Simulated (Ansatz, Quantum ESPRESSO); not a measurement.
# Ge(111), Cl on both faces, 5 bilayers against a metal electrode: the electrode's level over the Fermi level at a withheld member of a series

Method. Quantum ESPRESSO 7.5, PBE, GBRV ultrasoft. The slab is relaxed neutral, then held. ESM with bc3: vacuum below and a metal electrode about 6 Å above the top atoms. Fermi-Dirac smearing of 0.004 Ry and a dense mesh. Charges are set per cell from the starting area. The slabs take the lattice constants of the bulk relaxed by the same program. The series steps the charge of the slab (positive: electrons removed).

| charge of the slab | electrode's level over the Fermi level (eV) |
| --- | --- |
| 1 ×10¹³ e/cm² | 7.005 |
| 2 ×10¹³ e/cm² | 8.092 |
| 3 ×10¹³ e/cm² | 9.167 |
| 4.5 ×10¹³ e/cm² | 10.765 |
| 6 ×10¹³ e/cm² | 12.349 |
| 7 ×10¹³ e/cm² | 13.399 |

**Question.** What is the electrode's level over the Fermi level at 8 ×10¹³ e/cm²?

**Fit.** The rows at 6 ×10¹³ e/cm² and 7 ×10¹³ e/cm² give a slope of (13.399 − (12.349))/(7 − (6)) = 1.05, so a straight line gives 14.449 eV. A parabola through these and the row at 4.5 ×10¹³ e/cm² gives 14.444 eV.

**Check.** 14.447 eV. The line misses by +0.002 and the parabola by −0.003 eV. Both misses are under 5 % of the step from the nearer row.

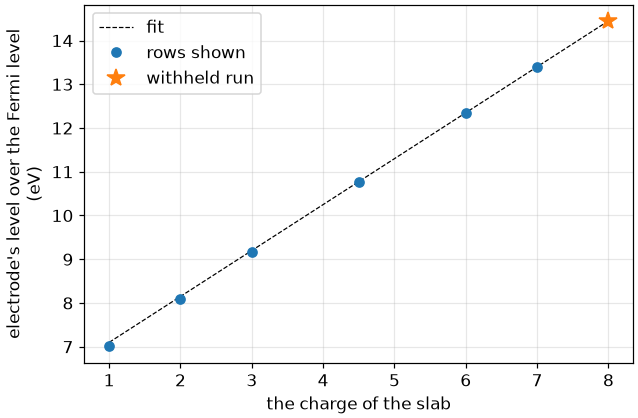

The rows shown, the fit and the withheld run.

Caveats: Vacuum fills the gap; ions don't answer the charge; added electrons can spill towards the electrode at the most negative charges. Members without a usable value, or on the other side of zero field or charge, are not listed.
